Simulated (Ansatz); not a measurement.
Consider C3H9ClSi3.

Input

```
crystal:
  periodic: [false, false, false]
  atoms:
    - {symbol: C, position_ang: [-2.015200, -2.214408, 0.003911]}
    - {symbol: C, position_ang: [-1.751113, -0.915674, 0.213368]}
    - {symbol: C, position_ang: [-1.704259, 0.183155, -0.840756]}
    - {symbol: Cl, position_ang: [0.214076, -1.347110, 2.905808]}
    - {symbol: Si, position_ang: [-0.038682, 0.994244, -0.261862]}
    - {symbol: Si, position_ang: [0.169148, 3.318801, -0.468585]}
    - {symbol: Si, position_ang: [-0.862513, -0.083869, 1.656230]}
    - {symbol: H, position_ang: [-1.910843, -2.950533, 0.808264]}
    - {symbol: H, position_ang: [-2.327259, -2.589982, -0.979413]}
    - {symbol: H, position_ang: [-2.519355, 0.916710, -0.691480]}
    - {symbol: H, position_ang: [-1.761026, -0.179834, -1.881026]}
    - {symbol: H, position_ang: [1.121291, 0.249380, -0.842854]}
    - {symbol: H, position_ang: [1.381163, 3.796462, 0.263952]}
    - {symbol: H, position_ang: [0.276589, 3.738143, -1.900490]}
    - {symbol: H, position_ang: [-1.041302, 3.963740, 0.127171]}
    - {symbol: H, position_ang: [-1.744063, 0.750507, 2.527508]}
basis:
  gaussian:
    orbitals: def2-SVPD
hamiltonian:
  xc: pbe0
output: {forces: true, orbitals: {seedname: orbitals}}
```

Run with:

```sh
ansatz run input.yaml --threads 4 --pin off --max-ram 7830MiB --events-out events.jsonl --progress --plain --runs-dir runs
```

Geometry: r2SCAN-D4/def2-SVP.

These are results of Ansatz, isolated molecule in a Gaussian basis; Kohn-Sham density functional theory, functional PBE0, not measurements.

Predict the electron density and electron localisation function between the atoms.

Answer. C–C (1.34 Å): ρ is about 2.2 e/Å³ halfway; the ELF peaks at about 0.90 between the atoms (a multiple bond).
C–H (1.10 Å): the density is about 1.9 e/Å³ at the midpoint; the ELF climbs to about 1 towards the hydrogen, as it does in any bond to H: an ordinary covalent bond to hydrogen.
C–C (1.52 Å): ρ is about 1.6 e/Å³ halfway; the ELF peaks at about 0.95 between the atoms; a shared electron pair.

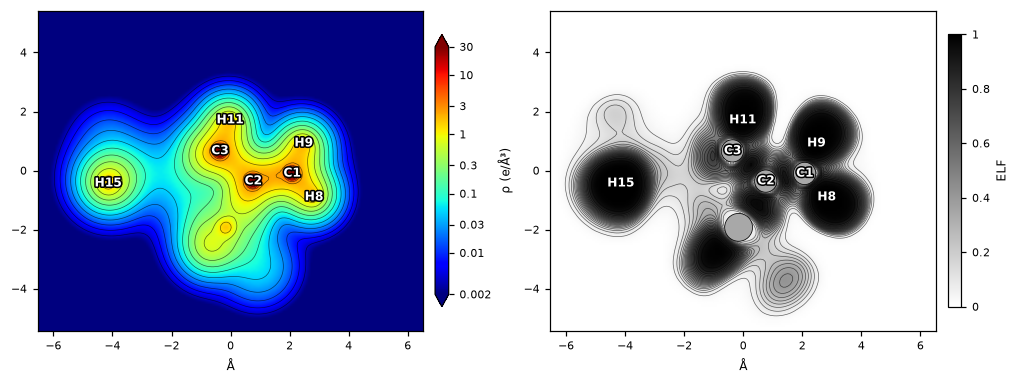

Computed electron density and electron localisation function on the plane of atoms C1, C2 and C3, in this order. Grey discs cover the atomic cores in the ELF map. 
